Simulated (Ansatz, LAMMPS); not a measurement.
**Structural relaxation of a frame of liquid (Li,Na,Cs)(Cl,I) from 1200 K (60 atoms)**

How does a frame of liquid (Li,Na,Cs)(Cl,I) from 1200 K (60 atoms) relax, and what do bonds, charges and levels look like afterwards?

Program: Ansatz 0.2.0. Level of theory: Kohn-Sham DFT, PBE, PAW (set soft_2), plane waves. Results are calculated unless marked as measured.

**1. The starting structure**

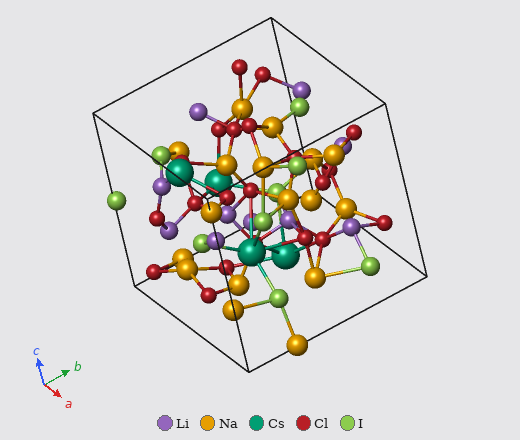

The cell as given, from a free direction (lithium purple, sodium orange, caesium teal, chlorine red, iodine green). Bonds to atoms that aren't drawn are left out. Some periodic images of atoms are drawn too.

The cell holds 60 atoms: 10 Li, 16 Na, 4 Cs, 21 Cl and 9 I. Cell: a = 12.968 Å, b = 12.968 Å, c = 12.968 Å, α = 90.0°, β = 90.0°, γ = 90.0°. 60 atoms (10 Li, 16 Na, 4 Cs, 21 Cl, 9 I) placed at random at 2.17 g/cm³, melted at 1800 K for 10 ps at fixed volume with the Lennard-Jones and Coulomb ion parameters for SPC/E (Joung and Cheatham, J. Phys. Chem. B 112, 9020 (2008)), full charges. Snapshot at the end of a hold of 20 ps at 1200 K and fixed volume.

What the set-up can't give: The network of bonds at the start is that of the classical potential that made the cell. The ion parameters were fitted for water, not for melts, so the starting structure of this cell may lie well off the real melt's. Only the Γ point is sampled, in a cell whose shortest periodic width is 13 Å. The levels lack spin–orbit coupling, which is large for the heavy elements here.

**2. Single point at the start**

A single point comes first, to see the forces before anything moves.

File input.yaml:

```yaml
crystal:
  lattice:
    - [12.9684, 0.0, 0.0]
    - [0.0, 12.9684, 0.0]
    - [0.0, 0.0, 12.9684]
  atoms:
    - { symbol: Li, position: [0.36603, 0.08431, 0.71147] }
    - { symbol: Li, position: [0.81256, 0.07986, 0.6222] }
    - { symbol: Li, position: [0.39127, 0.36453, 0.40753] }
    - { symbol: Li, position: [0.54148, 0.59568, 0.32238] }
    [... 50 atom lines left out ...]
    - { symbol: I, position: [0.92588, 0.76582, 0.15214] }
    - { symbol: I, position: [0.42022, 0.83924, 0.77976] }
    - { symbol: I, position: [0.89107, 0.28793, 0.21342] }
    - { symbol: I, position: [0.00956, 0.00833, 0.49444] }
    - { symbol: I, position: [0.81245, 0.33836, 0.58972] }
    - { symbol: I, position: [0.32517, 0.66958, 0.33228] }
kpoints:
  mp_grid: { grid: [1, 1, 1] }
hamiltonian:
  xc: pbe
scf:
  occupations: { method: fixed }
output:
  forces: true
  stress: true
  populations: intrinsic
  dos:
    method: { smearing: { sigma: 0.15 } }
    de: 0.1
    projected: { site_lists: { Cl: [Cl], Cs: [Cs], I: [I], Li: [Li], Na: [Na] } }
  eigenvalues: true
```

On the command line:

```
$ ansatz run input.yaml --threads 4 --pin off --max-ram 8192MiB --backend cpu --events-out ev --progress --plain --runs-dir out
```

The job ended after 41 s (4 threads of Arm Neoverse N1, shared host; peak memory 2.4 GiB; 2.6 min of CPU time).

Read from the output:

- free energy: -138887.1503 eV
- free energy per atom: -2314.7858 eV/atom
- SCF cycles: 8
- pressure: -0.4931 GPa
- r.m.s. force component: 0.3365 eV/Å
- longest force: 1.456 eV/Å
- Fermi energy: 0.8025 eV
- gap (highest filled to lowest empty level): 2.745 eV

The r.m.s. force component of 0.34 eV/Å and the pressure of -0.49 GPa set the starting point.

Length of the force by element:

| element | coordination | atoms | mean length of the force (eV/Å) | spread | least | most |
| --- | --- | --- | --- | --- | --- | --- |
| Cl | all | 21 | 0.601 | 0.312 | 0.113 | 1.46 |
| Cs | all | 4 | 0.510 | 0.171 | 0.259 | 0.733 |
| I | all | 9 | 0.497 | 0.243 | 0.198 | 0.923 |
| Li | all | 10 | 0.546 | 0.183 | 0.272 | 0.862 |
| Na | all | 16 | 0.433 | 0.181 | 0.110 | 0.795 |

**3. Relaxation**

With the cell held, the atoms are moved downhill towards a nearby minimum.

input.yaml, the sections that differ from step 2:

```yaml
output:
  forces: true
relax:
  f_tol: 0.03
  max_steps: 200
# crystal, kpoints, hamiltonian, scf: as in step 2
```

It took 10 min on 4 threads; peak memory 2.3 GiB; 40 min of CPU time.

Relaxation path (22 of 32):

| step | energy less that of the first step (eV) | largest force component (eV/Å) |
| --- | --- | --- |
| 1 | 0.0000 | 0.9626 |
| 2 | -1.9577 | 0.5720 |
| 4 | -4.2587 | 0.2171 |
| 5 | -4.7555 | 0.1639 |
| 7 | -5.4587 | 0.1063 |
| 8 | -5.7500 | 0.1142 |
| 10 | -6.0579 | 0.0871 |
| 11 | -6.1695 | 0.0687 |
| 13 | -6.4048 | 0.1074 |
| 14 | -6.5140 | 0.0819 |
| 16 | -6.6651 | 0.1017 |
| 17 | -6.7321 | 0.1759 |
| 19 | -6.8918 | 0.0785 |
| 20 | -6.9407 | 0.1028 |
| 22 | -7.0191 | 0.0590 |
| 23 | -7.0368 | 0.0777 |
| 25 | -7.0607 | 0.0345 |
| 26 | -7.0698 | 0.0376 |
| 28 | -7.0810 | 0.0234 |
| 29 | -7.0810 | 0.0234 |
| 31 | -7.0852 | 0.0124 |
| 32 | -7.0863 | 0.0157 |

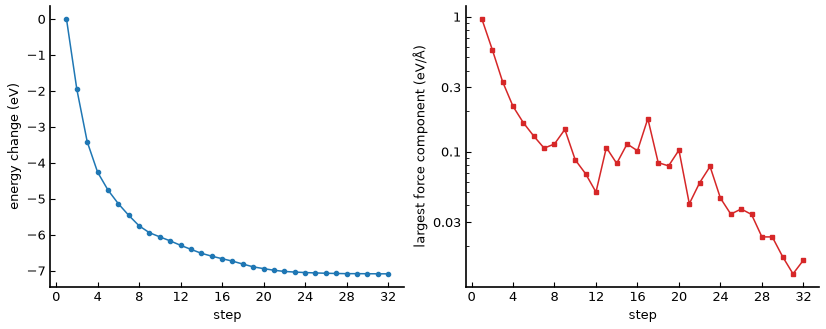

Energy and largest force along the relaxation.

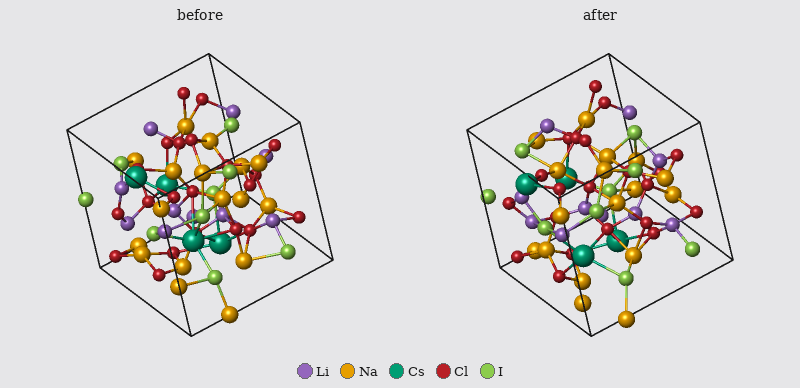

Before and after, at one scale. Bonds to atoms that aren't drawn are left out.

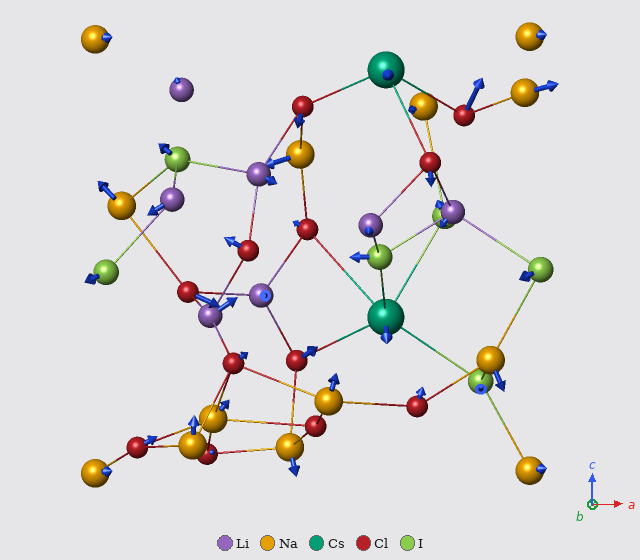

Displacements in the relaxation, scaled; the longest in the cell stands for 2.46 Å. Drawn is a slice 8 Å thick, seen along the normal of the ac plane. Bonds to atoms that aren't drawn are left out.

The atoms that moved most (Å):

| atom | dx | dy | dz | length |
| --- | --- | --- | --- | --- |
| Cl43 | 0.763 | -1.367 | 1.902 | 2.464 |
| Na24 | -1.579 | -0.520 | -0.435 | 1.718 |
| Na22 | -0.901 | 0.939 | 0.929 | 1.599 |
| Na12 | 1.303 | -0.779 | 0.427 | 1.577 |
| Cl44 | 1.356 | -0.287 | -0.614 | 1.516 |
| Cs30 | -0.042 | -1.087 | -0.849 | 1.380 |
| Na19 | -0.123 | -0.453 | -1.267 | 1.351 |
| Li6 | 1.084 | -0.082 | 0.736 | 1.313 |

The relaxation changed the energy by -118 meV/atom, and atoms moved by 0.96 Å r.m.s., 2.5 Å at most.

**4. Local order after relaxation**

Bonds before and after, by the cutoffs listed below:

| pair | bonds before | bonds after | mean before (Å) | mean after (Å) | spread before (Å) | spread after (Å) |
| --- | --- | --- | --- | --- | --- | --- |
| Cl-Na | 45 | 52 | 2.883 | 2.816 | 0.194 | 0.105 |
| Cl-Li | 21 | 23 | 2.522 | 2.358 | 0.138 | 0.052 |
| Na-I | 13 | 19 | 3.184 | 3.298 | 0.287 | 0.178 |
| Li-I | 13 | 14 | 2.909 | 2.874 | 0.274 | 0.153 |
| I-Cs | 6 | 7 | 3.729 | 3.884 | 0.261 | 0.205 |

Density 2.17 g/cm³, 36.35 Å³ an atom.

Pair distribution functions g(r), in bins of 0.2 Å:

| r (Å) | total | Cl-Cl | Cl-Na | Cl-Li | Cl-I | Cl-Cs | Na-Na |
| --- | --- | --- | --- | --- | --- | --- | --- |
| 2.20 | 0.10 | 0.00 | 0.00 | 0.83 | 0.00 | 0.00 | 0.00 |
| 2.40 | 1.82 | 0.00 | 0.00 | 15.61 | 0.00 | 0.00 | 0.00 |
| 2.60 | 0.55 | 0.00 | 1.80 | 0.65 | 0.00 | 0.00 | 0.00 |
| 2.80 | 2.71 | 0.00 | 12.25 | 0.00 | 0.00 | 0.00 | 0.00 |
| 3.00 | 0.92 | 0.00 | 2.66 | 0.00 | 0.00 | 0.00 | 0.00 |
| 3.20 | 0.56 | 0.00 | 0.26 | 0.00 | 0.00 | 0.00 | 0.00 |
| 3.40 | 0.62 | 0.00 | 0.45 | 0.00 | 0.00 | 2.64 | 0.00 |
| 3.60 | 1.12 | 1.81 | 0.21 | 0.31 | 0.00 | 7.28 | 1.52 |
| 3.80 | 0.94 | 2.18 | 0.00 | 0.28 | 0.61 | 1.47 | 1.43 |
| 4.00 | 1.29 | 2.47 | 0.00 | 0.00 | 2.59 | 0.66 | 3.42 |
| 4.20 | 1.23 | 2.21 | 0.29 | 0.23 | 3.36 | 0.60 | 1.93 |
| 4.40 | 0.87 | 1.21 | 0.53 | 0.00 | 1.65 | 0.53 | 1.04 |
| 4.60 | 1.16 | 2.25 | 0.49 | 0.97 | 2.15 | 0.47 | 1.59 |
| 4.80 | 0.90 | 0.86 | 0.33 | 1.08 | 0.79 | 0.00 | 1.17 |
| 5.00 | 0.90 | 0.32 | 0.30 | 1.98 | 1.46 | 0.42 | 1.09 |
| 5.20 | 0.95 | 0.59 | 0.67 | 2.01 | 1.70 | 0.39 | 0.74 |
| 5.40 | 0.91 | 0.96 | 1.15 | 1.14 | 0.62 | 1.42 | 1.16 |
| 5.60 | 0.80 | 1.00 | 0.90 | 0.92 | 0.29 | 0.32 | 0.65 |
| 5.80 | 1.10 | 0.69 | 1.69 | 0.86 | 0.96 | 0.92 | 0.40 |
| 6.00 | 1.16 | 0.43 | 1.72 | 1.60 | 0.76 | 0.87 | 0.57 |
| 6.20 | 1.12 | 0.92 | 1.80 | 1.19 | 1.07 | 2.15 | 0.53 |
| 6.40 | 0.62 | 0.19 | 0.76 | 0.51 | 0.56 | 1.01 | 0.00 |

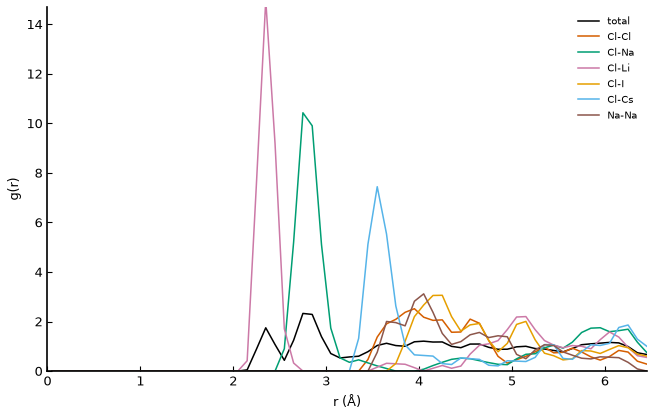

Pair distribution functions, lightly smoothed, with peaks cut at 14.

Bonds by pair of elements; cutoffs follow the first minimum of g(r), held within bounds set by covalent radii, and pairs that aren't listed don't count as bonded:

| pair A-B | cutoff (Å) | bonds | mean length (Å) | spread (Å) | shortest (Å) | B about A | A about B |
| --- | --- | --- | --- | --- | --- | --- | --- |
| Cl-Na | 3.27 | 52 | 2.82 | 0.105 | 2.66 | 2.48 | 3.25 |
| Cl-Li | 2.88 | 23 | 2.36 | 0.052 | 2.25 | 1.09 | 2.3 |
| Cl-Cs | 4.05 | 15 | 3.59 | 0.146 | 3.40 | 0.714 | 3.75 |
| Na-I | 3.88 | 19 | 3.30 | 0.178 | 3.06 | 1.19 | 2.11 |
| Li-I | 3.43 | 14 | 2.87 | 0.153 | 2.63 | 1.4 | 1.56 |
| I-Cs | 4.48 | 7 | 3.88 | 0.205 | 3.71 | 0.778 | 1.75 |

The cutoff for Cl-Cs falls short of the minimum of g(r), so counts run low and odd coordinations can be artefacts.

How many atoms have how many bonded neighbours:

| element | mean | 3 | 4 | 5 | 6 | 7 |
| --- | --- | --- | --- | --- | --- | --- |
| Cl | 4.29 | 2 | 11 | 8 | 0 | 0 |
| Cs | 5.5 | 0 | 0 | 3 | 0 | 1 |
| I | 4.44 | 1 | 4 | 3 | 1 | 0 |
| Li | 3.7 | 3 | 7 | 0 | 0 | 0 |
| Na | 4.44 | 0 | 9 | 7 | 0 | 0 |

Bond angles, per cent of each kind in bins of 5°:

| angle (°) | Cl-Na-Cl | Na-Cl-Na | Cl-Na-I | Li-Cl-Na | Cs-Cl-Na |
| --- | --- | --- | --- | --- | --- |
| 70–75 | 3.0 | 0.0 | 4.0 | 4.9 | 0.0 |
| 75–80 | 6.1 | 2.0 | 6.0 | 4.9 | 3.0 |
| 80–85 | 13.6 | 15.7 | 10.0 | 17.1 | 18.2 |
| 85–90 | 7.6 | 13.7 | 12.0 | 9.8 | 12.1 |
| 90–95 | 12.1 | 9.8 | 12.0 | 7.3 | 18.2 |
| 95–100 | 7.6 | 17.6 | 14.0 | 4.9 | 3.0 |
| 100–105 | 7.6 | 3.9 | 6.0 | 9.8 | 12.1 |
| 105–110 | 6.1 | 5.9 | 6.0 | 12.2 | 3.0 |
| 110–115 | 6.1 | 3.9 | 6.0 | 2.4 | 6.1 |
| 115–120 | 6.1 | 3.9 | 2.0 | 0.0 | 0.0 |
| 120–125 | 0.0 | 0.0 | 2.0 | 4.9 | 6.1 |
| 125–130 | 1.5 | 3.9 | 0.0 | 4.9 | 3.0 |
| 130–135 | 3.0 | 3.9 | 0.0 | 0.0 | 3.0 |
| 135–140 | 1.5 | 2.0 | 8.0 | 0.0 | 0.0 |
| 140–145 | 0.0 | 2.0 | 4.0 | 4.9 | 3.0 |
| 145–150 | 3.0 | 2.0 | 0.0 | 2.4 | 6.1 |
| 150–155 | 3.0 | 0.0 | 2.0 | 4.9 | 0.0 |
| 155–160 | 0.0 | 0.0 | 2.0 | 0.0 | 0.0 |
| 160–165 | 3.0 | 2.0 | 2.0 | 2.4 | 0.0 |
| 165–170 | 6.1 | 2.0 | 2.0 | 0.0 | 3.0 |
| 170–175 | 3.0 | 3.9 | 0.0 | 0.0 | 0.0 |
| 175–180 | 0.0 | 2.0 | 0.0 | 2.4 | 0.0 |

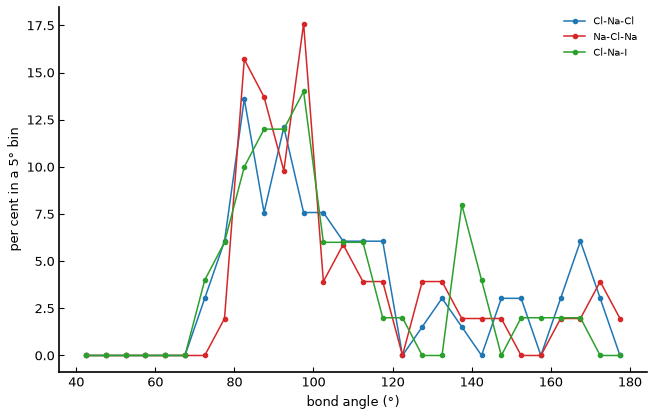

Distributions of the most common bond angles.

Bond angles (no mean is given where the spread exceeds 20°):

| angle | count | mean (°) | spread (°) |
| --- | --- | --- | --- |
| Cl-Na-Cl | 66 | - | - |
| Na-Cl-Na | 51 | - | - |
| Cl-Na-I | 50 | - | - |
| Li-Cl-Na | 41 | - | - |
| Cs-Cl-Na | 33 | - | - |

Bond length by coordination (bonds to H left out):

| element | coordination | atoms | mean bond length (Å) |
| --- | --- | --- | --- |
| Cl | 3 | 2 | 2.52 |
| Cl | 4 | 11 | 2.77 |
| Cl | 5 | 8 | 2.94 |
| Cs | 5 | 3 | 3.70 |
| Cs | 7 | 1 | 3.66 |
| I | 3 | 1 | 3.00 |
| I | 4 | 4 | 3.33 |
| I | 5 | 3 | 3.24 |
| I | 6 | 1 | 3.21 |
| Li | 3 | 3 | 2.44 |
| Li | 4 | 7 | 2.59 |
| Na | 4 | 9 | 2.90 |
| Na | 5 | 7 | 2.99 |

First main peaks of g(r), for some of the pairs, lie near 2.8 Å (Cl-Na), 2.4 Å (Cl-Li), 4.2 Å (Cl-I) and 3.5 Å (Cl-Cs).

**5. Single point at the relaxed geometry**

The electronic structure is read at the final geometry, in a run of its own.

File input.yaml:

```yaml
crystal:
  lattice:
    - [12.9684, 0.0, 0.0]
    - [0.0, 12.9684, 0.0]
    - [0.0, 0.0, 12.9684]
  atoms:
    - { symbol: Li, position: [0.41076, 0.05134, 0.68929] }
    - { symbol: Li, position: [0.78221, 0.07339, 0.5866] }
    - { symbol: Li, position: [0.413, 0.42926, 0.40081] }
    - { symbol: Li, position: [0.58461, 0.65262, 0.32304] }
    [... 50 atom lines left out ...]
    - { symbol: I, position: [0.96992, 0.77726, 0.18685] }
    - { symbol: I, position: [0.43823, 0.83804, 0.73441] }
    - { symbol: I, position: [0.89682, 0.35264, 0.17351] }
    - { symbol: I, position: [0.95226, 0.0549, 0.46219] }
    - { symbol: I, position: [0.79386, 0.31764, 0.62837] }
    - { symbol: I, position: [0.28232, 0.66655, 0.32854] }
kpoints:
  mp_grid: { grid: [1, 1, 1] }
hamiltonian:
  xc: pbe
scf:
  occupations: { method: fixed }
output:
  forces: true
  stress: true
  populations: true
  dos:
    method: { smearing: { sigma: 0.1 } }
    de: 0.1
    projected: { site_lists: { Cl: [Cl], Cs: [Cs], I: [I], Li: [Li], Na: [Na] } }
  eigenvalues: true
  write_density: true
  write_potential: true
  volumetric_format: npy
```

Run time: 43 s. Hardware: 4 threads; peak memory 2.4 GiB; 2.7 min of CPU time.

The program notes that the exchange-correlation potential is rough where the density is thin.

Numbers from this run:

- free energy: -138894.2366 eV
- free energy per atom: -2314.9039 eV/atom
- SCF cycles: 7
- pressure: -0.4087 GPa
- r.m.s. force component: 0.00392 eV/Å
- longest force: 0.0215 eV/Å
- Fermi energy: 0.5634 eV
- gap (highest filled to lowest empty level): 3.398 eV
- spilling of the projection: 0.00299

Löwdin charges by element (they lack the spilled electrons, 0.025 e an atom on average):

| element | coordination | atoms | mean charge (e) | spread | least | most |
| --- | --- | --- | --- | --- | --- | --- |
| Cl | all | 21 | -0.693 | 0.0129 | -0.716 | -0.669 |
| Cs | all | 4 | 0.812 | 0.0167 | 0.795 | 0.839 |
| I | all | 9 | -0.604 | 0.0258 | -0.654 | -0.577 |
| Li | all | 10 | 0.683 | 0.0163 | 0.654 | 0.712 |
| Na | all | 16 | 0.715 | 0.0164 | 0.673 | 0.746 |

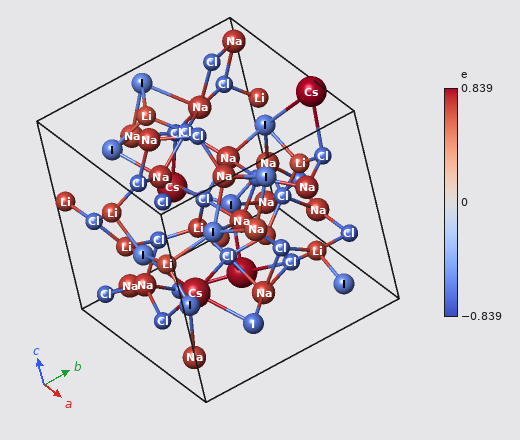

Atoms coloured by Löwdin charge. Bonds to atoms that aren't drawn are left out. Some periodic images of atoms are drawn too.

States in the cell by windows of 1 eV, zero at the Fermi level; the larger projections on atomic orbitals stand beside the total:

| from (eV) | to (eV) | total | Cl p | I p | Na s | Cs p | Cl s | I s |
| --- | --- | --- | --- | --- | --- | --- | --- | --- |
| -18 | -14 | 0.0 | 0.0 | 0.0 | 0.0 | 0.0 | 0.0 | 0.0 |
| -14 | -13 | 39.6 | 0.0 | 0.0 | 1.0 | 0.0 | 37.4 | 0.0 |
| -13 | -12 | 2.4 | 0.0 | 0.0 | 0.1 | 0.0 | 2.3 | 0.0 |
| -12 | -11 | 2.6 | 0.0 | 0.0 | 0.0 | 0.0 | 0.0 | 2.4 |
| -11 | -10 | 15.4 | 0.0 | 0.0 | 0.3 | 0.0 | 0.0 | 14.6 |
| -10 | -8 | 0.0 | 0.0 | 0.0 | 0.0 | 0.0 | 0.0 | 0.0 |
| -8 | -7 | 21.0 | 0.2 | 0.1 | 0.0 | 20.5 | 0.0 | 0.0 |
| -7 | -6 | 3.0 | 0.0 | 0.0 | 0.0 | 3.0 | 0.0 | 0.0 |
| -6 | -4 | 0.0 | 0.0 | 0.0 | 0.0 | 0.0 | 0.0 | 0.0 |
| -4 | -3 | 0.2 | 0.1 | 0.0 | 0.0 | 0.0 | 0.0 | 0.0 |
| -3 | -2 | 53.7 | 46.8 | 3.0 | 1.8 | 0.1 | 0.1 | 0.1 |
| -2 | -1 | 82.8 | 68.1 | 12.0 | 0.9 | 0.2 | 0.1 | 0.0 |
| -1 | 0 | 42.2 | 6.1 | 34.9 | 0.4 | 0.1 | 0.0 | 0.0 |
| 0 | 1 | 1.2 | 0.0 | 1.2 | 0.0 | 0.0 | 0.0 | 0.0 |
| 1 | 3 | 0.0 | 0.0 | 0.0 | 0.0 | 0.0 | 0.0 | 0.0 |
| 3 | 4 | 2.0 | 0.0 | 0.0 | 1.0 | 0.0 | 0.2 | 0.1 |
| 4 | 5 | 13.2 | 0.6 | 0.4 | 5.8 | 0.0 | 0.5 | 0.2 |

With fixed occupations the program's Fermi level is the highest filled level; weight inside the gap is the broadening of levels at its edges.

Between -26 and -18 eV lie 104 more states.

About 143 of the 510 electrons lie in deeper levels, below the stored range.

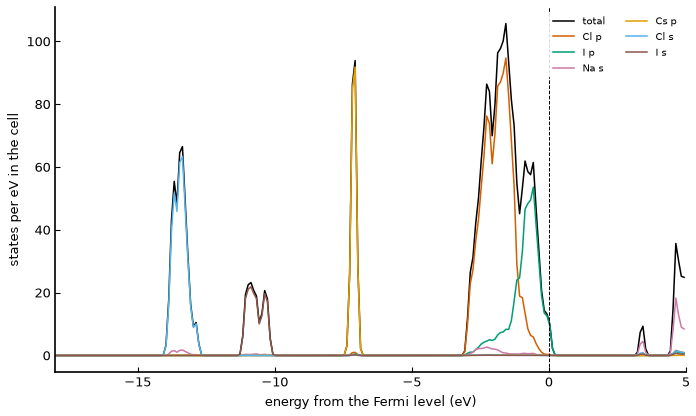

Total and projected density of states, with the broadening of the input.

The levels nearest the highest filled one (over half full), pooled over k-points and spins:

| level less the highest filled one (eV) | occupation |
| --- | --- |
| -0.465 | 2 |
| -0.399 | 2 |
| -0.358 | 2 |
| -0.292 | 2 |
| -0.148 | 2 |
| 0 | 2 |
| 3.40 | 0 |
| 4.61 | 0 |
| 4.63 | 0 |
| 4.65 | 0 |
| 4.73 | 0 |
| 4.82 | 0 |

Mean Löwdin charges: Cl -0.69, Cs +0.81, I -0.60, Li +0.68, Na +0.72 e. The largest share in the top eV of filled states is I p (84 % of the projected weight), and in the lowest eV of empty states Na s (50 % of the projected weight).

**6. Summary of results**

| Property | Result |
| --- | --- |
| energy change in the relaxation | -118.1 meV/atom |
| r.m.s. displacement | 0.962 Å |
| largest displacement | 2.464 Å |
| free energy per atom | -2314.9039 eV/atom |
| pressure | -0.4087 GPa |
| r.m.s. force component | 0.00392 eV/Å |
| gap (highest filled to lowest empty level) | 3.398 eV |
| wall time of the 3 DFT runs | 12 min |

What this shows: Relaxation lowers the energy by 118 meV/atom and moves atoms by 0.96 Å r.m.s.; the r.m.s. force component goes from 0.34 to 0.0039 eV/Å, the pressure goes from -0.49 to -0.41 GPa, and the gap from 2.74 to 3.40 eV. First to last step the energy falls by 7.086 eV; the largest move, 2.46 Å, is that of Cl43. The Cl-Li bonds go from 2.522 Å (spread 0.138) to 2.358 Å (spread 0.052), and their number from 21 to 23. Between filled and empty levels lie 3.40 eV (at Γ alone); a semilocal functional tends to put such gaps too low. In a disordered cell it changes from sample to sample and from frame to frame.

**Limits.** The network of bonds at the start is that of the classical potential that made the cell; in DFT atoms moved by 0.96 Å r.m.s.

[Logs are printed without paths, hosts, clocks, repeated set-up lines and the standing remarks that a program may print on its own settings, such as how far it seeks lower states.]

[Hosts, paths, dates, database ids (printed as entryN), source tags and the programs' standing remarks are cut or masked in the printed files.]
